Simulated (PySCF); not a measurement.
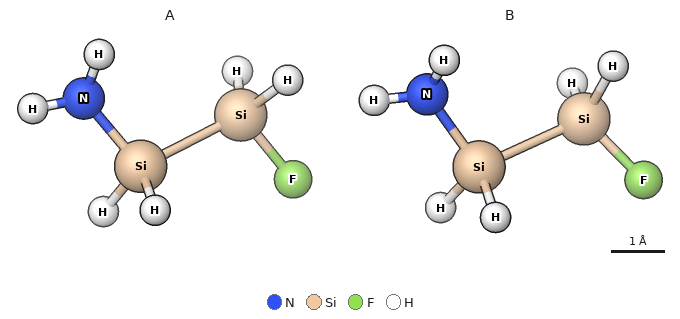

Two geometries of Si2NH6F, drawn at one scale. One is the start of a relaxation, the other its converged end. Style: ball-and-stick. Shown at a tilt.

Computed with PBE0-D3(BJ)/def2-SVP geometry optimisation, gas phase (PySCF 2.14.0, density-fitted response routines). 

Question: Which one is relaxed?

Answer: Structure B is the relaxed one. The start comes from GFN2-xTB. Its atoms were then displaced at random by about 0.01 Å. An H atom moves most after the best rigid fit: 0.39 Å. Largest moves by element: H 0.39 Å, F 0.32 Å, N 0.16 Å, Si 0.11 Å. Some distances before and after: Si–Si 2.285 → 2.344 Å, H–Si 1.449 → 1.493 Å, N–Si 1.698 → 1.739 Å, H–N 1.038 → 1.014 Å. Bond angles that change, for instance: Si–Si–H 120.0° → 111.5°, F–Si–H 100.1° → 107.7°, Si–Si–H 117.0° → 110.1°. Over 11 geometry steps the energy falls by 28.0 kJ/mol. Cost: 30 s on 1 thread of Arm Neoverse V2 (shared host).
